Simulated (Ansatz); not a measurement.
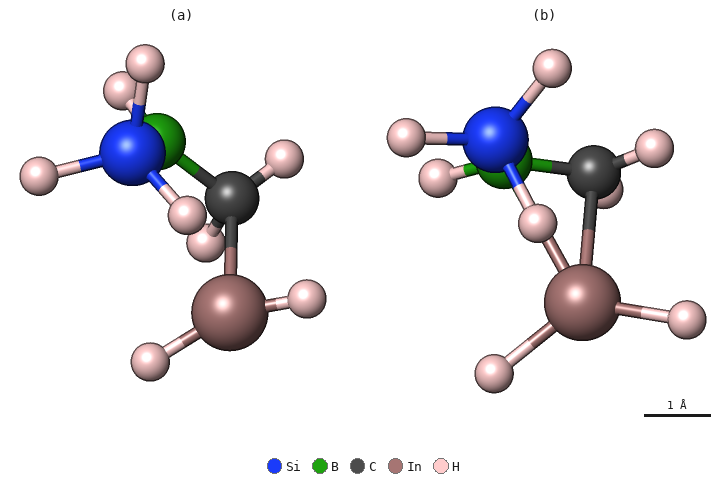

The structure of CH₈BInSi (coarse preliminary run) before (left) and after (right) a relaxation, at one scale.

Style: ball-and-stick. Shown from a free direction.

The start comes from a force field.

Level of theory: Ansatz 0.2.0, RKS PBE-D4/def2-SVP. Settings: force threshold 0.03 eV/Å; at most 200 steps.

Question: Summarise the run.

Answer: After 16 accepted moves (17 points after the start) the energy has fallen by 147.3 kcal/mol. Largest force component: 16 eV/Å at the start, 0.022 eV/Å at the end. The line search rejected the trial step at point 15 of the run. An H atom moves most after the best rigid fit: 1.53 Å. By element the largest moves are H 1.53 Å, B 0.42 Å, C 0.42 Å, In 0.23 Å, Si 0.20 Å. Among the contacts that change: H–In 1.220 → 1.732 Å, B–In 2.898 → 2.581 Å, H–In 1.429 → 1.730 Å, C–In 2.134 → 2.381 Å. Bond angles that change, for instance: In–C–H 132.3° → 95.5°, H–In–H 154.3° → 128.8°, In–C–H 84.7° → 110.0°. Groups turn about C–In by about 25°. The run took 33 s on 4 threads of Intel Xeon Platinum 8259CL @ 2.50GHz, on a shared host.
